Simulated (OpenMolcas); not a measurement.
# Multiconfigurational calculation for Pr⁴⁺ complex

Pr⁴⁺ with 8 ligands (F; cube, 2.27 Å), neutralised by 8 outer point charges of +0.5 e, whose field is part of the energies. Computed at this level: state-averaged CASSCF, active space 1 electron in the shell 4f, basis ANO-RCC-VDZP on the metal and ANO-RCC-VDZP on the ligands, DKH2 scalar Hamiltonian, spin-orbit coupling by RASSI with atomic mean-field integrals (OpenMolcas).

**Results in brief**

- outcome: converged
- energy of the lowest spin-free term: −10027.77316 hartree
- energy of the lowest spin-orbit level: −10027.78076 hartree
- largest spread among components of a term: 0.0 cm⁻¹
- hardware: 1 thread of Arm Neoverse V1, 24 GiB of memory available, shared host
- wall time: 26 s
- peak memory: 0.6 GiB

**Notes**

To bear in mind: covalent bonds, ligand orbitals missing from the active space; distances are set from ionic radii, not optimised.

**The input**
```
&GATEWAY
Coord
9

Pr 0.0 0.0 0.0
F 1.310585 1.310585 1.310585
F 1.310585 1.310585 -1.310585
F 1.310585 -1.310585 1.310585
F 1.310585 -1.310585 -1.310585
F -1.310585 1.310585 1.310585
F -1.310585 1.310585 -1.310585
F -1.310585 -1.310585 1.310585
F -1.310585 -1.310585 -1.310585
Basis=Pr.ANO-RCC-VDZP,F.ANO-RCC-VDZP
Group=XYZ
NoMove
AngMom=0.0 0.0 0.0
AMFI
RICD
XField
4 Angstrom 0
2.811696 2.811696 2.811696 0.500000
2.811696 2.811696 -2.811696 0.500000
2.811696 -2.811696 2.811696 0.500000
2.811696 -2.811696 -2.811696 0.500000
&SEWARD
&RASSCF
FileOrb=start.orb
Symmetry=2
Spin=2
nActEl=1 0 0
Inactive=35 32
Ras2=0 7
CIRoot=7 7 1
SDav=7
CIMx=300
Iter=150 100
PrWF=0.3
OrbListing=Nothing
MaxOrb=0
LevShft=1.0
>>> COPY $Project.JobIph JOB001
&RASSI
NrOfJobIphs=1 7
1 2 3 4 5 6 7
IphNames
JOB001
EJob
SpinOrbit
DIPRint=1.0
SOCoupling=1000.0
Subsets=2
Property=9
'ANGMOM' 1 'ANGMOM' 2 'ANGMOM' 3 'MLTPL  1' 1 'MLTPL  1' 2 'MLTPL  1' 3
'AMFI' 1 'AMFI' 2 'AMFI' 3
SOProperty=3
'ANGMOM' 1 'ANGMOM' 2 'ANGMOM' 3
```

The file start.orb holds starting orbitals from an earlier step. A driver script formed the levels outside the program, from RASSI's spin-orbit matrix and the active-space energies, averaged over the components of each term or state.

Run as:
```bash
OMP_NUM_THREADS=1 MOLCAS_MEM=2457 MOLCAS_PROJECT=a pymolcas a.inp > a.log  # once for each step of the input, in one work folder
```

**Log (extracts)**
```
--- SEWARD ---
Basis set label: PR.ANO-RCC...7S6P4D2F1G.

      Electronic valence basis set:
      ------------------
      Associated Effective Charge  59.000000 au
      Associated Actual Charge     59.000000 au
      Nuclear Model: Point charge

      Shell  nPrim  nBasis  Cartesian Spherical Contaminant
         s      25       7        X
         p      22       6        X
         d      15       4                 X
         f      11       2                 X
         g       4       1                 X
                  Relativistic Douglas-Kroll-Hess integrals:
                    - DKH order of Hamiltonian: 2
                    - DKH order of Properties : 0
                  Atomic mean-field integrals
--- RASSCF ---
Wave function specifications:
      -----------------------------

      Number of closed shell electrons         134
      Number of electrons in active shells       1
      Max number of holes in RAS1 space          0
      Max nr of electrons in RAS3 space          0
      Number of inactive orbitals               67
      Number of active orbitals                  7
      Number of secondary orbitals             106
      Spin quantum number                      0.5
      State symmetry                             2
Orbital specifications:
      -----------------------

      Symmetry species                           1   2
                                                ag  au
      Frozen orbitals                            0   0
      Inactive orbitals                         35  32
      Active orbitals                            0   7
      RAS1 orbitals                              0   0
      RAS2 orbitals                              0   7
      RAS3 orbitals                              0   0
      Secondary orbitals                        57  49
      Deleted orbitals                           0   0
      Number of basis functions                 92  88
      Number of CSFs                             7
      Number of root(s) required                 7
      Iter CI   SX   CI       RASSCF       Energy    max ROT     max BLB   max BLB  Level Ln srch  Step   QN
          iter iter root      energy       change     param      element    value   shift minimum  type update
 Nr of preliminary CI iterations:   1
      Total energies have been shifted. Add               -10000.00 au
        1   1    9    0   -26.31418347    0.00E+00  -8.76E-02   10  50 2 -4.33E-01*  1.08   0.00    SX    NO
        2   1   10    0   -27.53713882   -1.22E+00* -3.36E-02   10  50 2 -1.27E-01*  0.63   0.00    SX    NO
        3   1    9    0   -27.73343121   -1.96E-01*  9.66E-03   24  71 2  5.42E-02*  0.69   0.00    SX    NO
        4   1    9    0   -27.76096640   -2.75E-02*  4.96E-03   30  36 1 -1.62E-02*  0.72   0.00    SX    NO
        5   1    9    0   -27.76794656   -6.98E-03*  5.16E-03   11  51 2  7.73E-03*  0.73   2.13    LS   YES
        6   1    8    0   -27.77070436   -2.76E-03* -1.60E-03   10  50 2  9.00E-03*  0.75   1.08    QN   YES
        7   1    8    0   -27.77127695   -5.73E-04*  1.49E-03   10  47 2 -3.27E-03*  0.74   1.52    QN   YES
        8   1    7    0   -27.77147011   -1.93E-04*  7.02E-04   12  52 2 -1.35E-03*  0.74   1.25    QN   YES
        9   1    7    0   -27.77150037   -3.03E-05*  3.57E-04   12  52 2 -9.85E-04*  0.74   1.51    LS   YES
       10   1    7    0   -27.77150427   -3.90E-06*  2.03E-04   10  47 2  9.53E-04*  0.74   1.00    QN   YES
       11   1    6    0   -27.77150938   -5.11E-06*  1.24E-04   10  47 2  3.67E-04*  0.74   1.61    LS   YES
       12   1    6    0   -27.77151023   -8.51E-07*  6.76E-05   10  50 2  2.29E-04*  0.74   1.00    QN   YES
       13   1    6    0   -27.77151052   -2.88E-07*  7.76E-05   12  36 2 -1.16E-04*  0.74   2.15    LS   YES
       14   1    6    0   -27.77151063   -1.13E-07* -3.09E-05   11  51 2 -5.32E-05   0.74   0.99    QN   YES
       15   1    5    0   -27.77151067   -4.26E-08* -3.68E-05   11  51 2 -2.81E-05   0.74   2.19    LS   YES
       16   1    5    0   -27.77151069   -1.19E-08* -1.67E-05   12  38 1 -2.69E-05   0.74   0.77    QN   YES
       17   1    4    0   -27.77151069   -4.52E-09  -4.71E-06    9  52 2  6.20E-06   0.74   1.26    QN   YES
      Convergence after 17 iterations
       18   1    4    0   -27.77151069   -5.78E-10  -4.71E-06   13  39 1  1.51E-06   0.74   1.26    QN   YES
      Natural orbitals and occupation numbers for root  1
      sym 2:   1.000000   0.000000   0.000000  -0.000000   0.000000   0.000000   0.000000
      Natural orbitals and occupation numbers for root  2
      sym 2:   0.000000   0.000000   0.000000   0.000000  -0.000000   1.000000   0.000000
      Natural orbitals and occupation numbers for root  3
      sym 2:  -0.000000  -0.000000   1.000000  -0.000000   0.000000   0.000000  -0.000000
::    RASSCF root number  1 Total energy: -10027.77316366
::    RASSCF root number  2 Total energy: -10027.77316366
::    RASSCF root number  3 Total energy: -10027.77316366
::    RASSCF root number  4 Total energy: -10027.77248324
::    RASSCF root number  5 Total energy: -10027.77248324
::    RASSCF root number  6 Total energy: -10027.77248324
::    RASSCF root number  7 Total energy: -10027.76363411
--- RASSI ---
SPIN-FREE ENERGIES:
  (Shifted by EMIN (a.u.) =     -10027.7731636626)

 SF State       Relative EMIN(au)   Rel lowest level(eV)    D:o, cm**(-1)

     1             0.0000000000        0.0000000000              0.0000
     2             0.0000000000        0.0000000000              0.0000
     3             0.0000000000        0.0000000000              0.0000
     4             0.0006804194        0.0185151549            149.3348
     5             0.0006804194        0.0185151549            149.3348
     6             0.0006804194        0.0185151549            149.3348
     7             0.0095295477        0.2593122032           2091.4940
     Dipole printing threshold changed to   1.00000000E+00
Eigenvalues of complex Hamiltonian:
   -----------------------------------
  (Shifted by EMIN (a.u.) =     -10027.7731636626)

 SO State       Relative EMIN(au)   Rel lowest level(eV)    D:o, cm**(-1)

     1            -0.0075935938        0.0000000003              0.0000
     2            -0.0075935938        0.0000000003              0.0000
     3            -0.0075935938        0.0000000000              0.0000
     4            -0.0075935938        0.0000000000              0.0000
     5            -0.0053362210        0.0614262416            495.4361
     6            -0.0053362210        0.0614262416            495.4361
     7             0.0063188235        0.3785761606           3053.4227
     8             0.0063188235        0.3785761610           3053.4227
     9             0.0063188235        0.3785761606           3053.4227
    10             0.0063188235        0.3785761610           3053.4227
    11             0.0066119983        0.3865538539           3117.7671
    12             0.0066119983        0.3865538539           3117.7671
    13             0.0128445692        0.5561507462           4485.6583
    14             0.0128445692        0.5561507462           4485.6583
Weights of the five most important spin-orbit-free states for each spin-orbit state.

 SO State  Total energy (au)           Spin-free states, spin, and weights
 -------------------------------------------------------------------------------------------------------
    1        -0.007594       6 0.5  0.3938    3 0.5  0.2151    5 0.5  0.1646    2 0.5  0.1187    4 0.5  0.0600
    2        -0.007594       6 0.5  0.3932    3 0.5  0.2149    5 0.5  0.1661    2 0.5  0.1185    4 0.5  0.0592
    3        -0.007594       4 0.5  0.3531    5 0.5  0.2462    1 0.5  0.2062    2 0.5  0.1358    3 0.5  0.0395
    4        -0.007594       4 0.5  0.3523    5 0.5  0.2477    1 0.5  0.2066    2 0.5  0.1356    3 0.5  0.0393
    5        -0.005336       3 0.5  0.2726    2 0.5  0.2726    1 0.5  0.2726    7 0.5  0.1823    4 0.5  0.0000
    6        -0.005336       3 0.5  0.2726    2 0.5  0.2726    1 0.5  0.2726    7 0.5  0.1823    4 0.5  0.0000
    7         0.006319       1 0.5  0.3392    4 0.5  0.2120    2 0.5  0.1909    5 0.5  0.1433    3 0.5  0.0883
    8         0.006319       3 0.5  0.3251    6 0.5  0.2261    2 0.5  0.2140    5 0.5  0.1144    1 0.5  0.0794
    9         0.006319       1 0.5  0.3304    4 0.5  0.2145    2 0.5  0.1936    5 0.5  0.1364    3 0.5  0.0944
   10         0.006319       3 0.5  0.3168    2 0.5  0.2260    6 0.5  0.2258    5 0.5  0.1146    1 0.5  0.0756
   11         0.006612       6 0.5  0.3333    5 0.5  0.3333    4 0.5  0.3333    3 0.5  0.0000    2 0.5  0.0000
   12         0.006612       6 0.5  0.3333    5 0.5  0.3333    4 0.5  0.3333    2 0.5  0.0000    3 0.5  0.0000
```

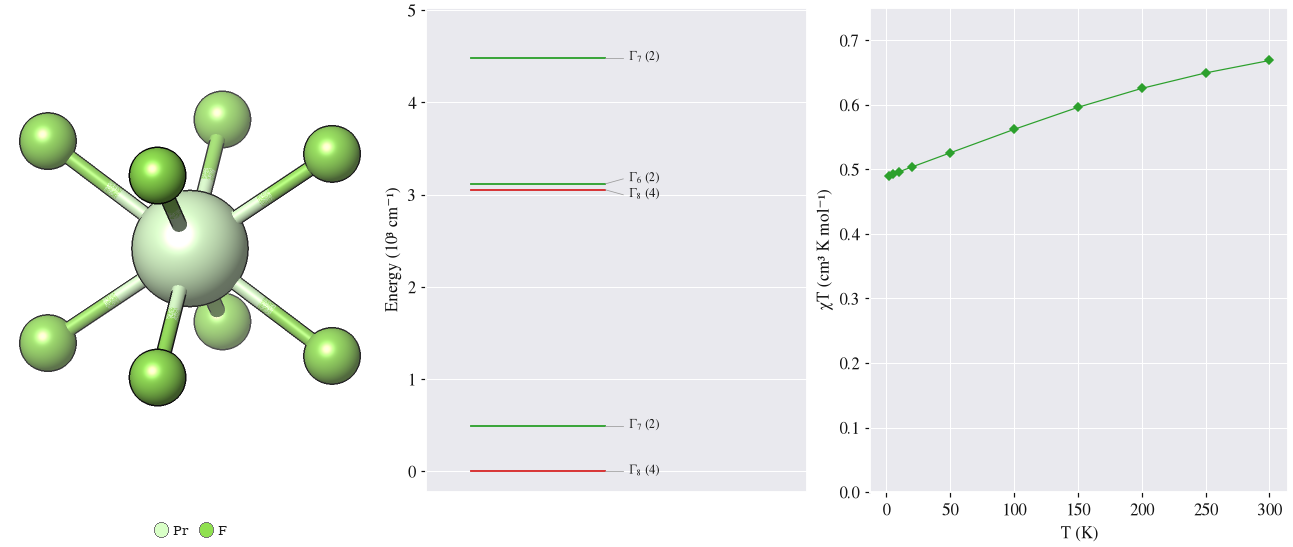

*Pr⁴⁺ (4f) with 8 ligands, F⁻, at 2.27 Å (arrangement: cube, Oh), neutralised by outer point charges of +0.5 e, and its levels and susceptibility. Labels give the representation in O, Td, D4 or D3 as the site allows (double group for half-integer spin) where it could be assigned and, in brackets, the degeneracy; spin-free states, where drawn, share the zero of the spin-orbit levels. Powder susceptibility by Van Vleck's formula.*

The ground level is Γ₈, 4-fold degenerate, 100 % from states of spin multiplicity 2, effective J = 2.51, with |mJ| = 1/2 the largest share (50 %). The next level lies at 495 cm⁻¹ (Γ₇). The lowest J multiplet spreads over 495 cm⁻¹. χT is 0.491 cm³ K mol⁻¹ at 2 K and 0.669 at 300 K, an effective moment of 2.31 μB. The active orbitals hold 98 to 100 % metal character (Löwdin), and the Mulliken charge of the metal is +2.87.
